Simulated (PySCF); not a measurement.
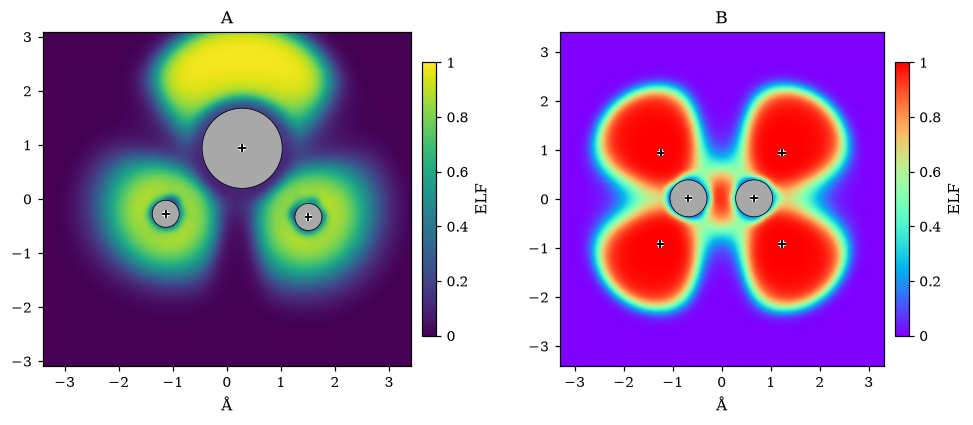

The ELF of 2 systems, each on a plane through atoms (crosses mark nuclei in the plane; grey discs cover the cores).

Computed with wB97M-D3(BJ)/def2-TZVPD, SCF density, gas phase in PySCF 2.14.0.

System 1: C2H4···H4P (SMILES C=C.[PH4+]) (charge +1), the plane of atoms C1, C2 and H5. Geometry: PBE0-D3(BJ)/def2-SVPD.

```json
{"atom": "C", "x (Å)": "-0.4925", "y (Å)": "-0.0647", "z (Å)": "0.2158"}
{"atom": "C", "x (Å)": "0.8361", "y (Å)": "0.0128", "z (Å)": "0.0741"}
{"atom": "H", "x (Å)": "-1.1360", "y (Å)": "0.8020", "z (Å)": "0.0415"}
{"atom": "H", "x (Å)": "-0.9773", "y (Å)": "-0.9792", "z (Å)": "0.5687"}
{"atom": "H", "x (Å)": "1.3247", "y (Å)": "0.9452", "z (Å)": "-0.2215"}
{"atom": "H", "x (Å)": "1.4858", "y (Å)": "-0.8357", "z (Å)": "0.3053"}
{"atom": "P", "x (Å)": "-0.1846", "y (Å)": "-1.0509", "z (Å)": "-3.2948"}
{"atom": "H", "x (Å)": "0.0880", "y (Å)": "-2.4242", "z (Å)": "-3.4578"}
{"atom": "H", "x (Å)": "-1.5008", "y (Å)": "-0.8175", "z (Å)": "-3.7424"}
{"atom": "H", "x (Å)": "-0.0282", "y (Å)": "-0.6447", "z (Å)": "-1.9111"}
{"atom": "H", "x (Å)": "0.6898", "y (Å)": "-0.3359", "z (Å)": "-4.1382"}
```

System 2: F2Ge···HF···HF (SMILES [F][Ge][F].F.F), the plane of atoms F1, Ge2 and F3. Geometry: PBE0-D3(BJ)/def2-SVPD.

```
atom    x (Å)    y (Å)    z (Å)
   F   1.6997  -0.4618  -0.6248
  Ge   0.5804   1.0054  -0.8682
   F  -0.5460   0.4863   0.3867
   F   2.9609  -0.1099   1.3849
   H   2.5246  -0.4762   0.5989
   F   1.8495   1.9259   0.7332
   H   2.3634   1.2140   1.1564
```

### Match each panel to its system.

Panel A is system 2, F2Ge···HF···HF: the plane holds F and Ge. Ge–F (1.76 Å): the ELF peaks at about 0.85 in the valence shell of F, 0.5 Å from its nucleus, and is about 0.25 at the midpoint. Panel B is system 1, C2H4···H4P: the plane holds C and H. C–C (1.34 Å): the ELF peaks at about 0.95 between the atoms: a short, multiple covalent bond.
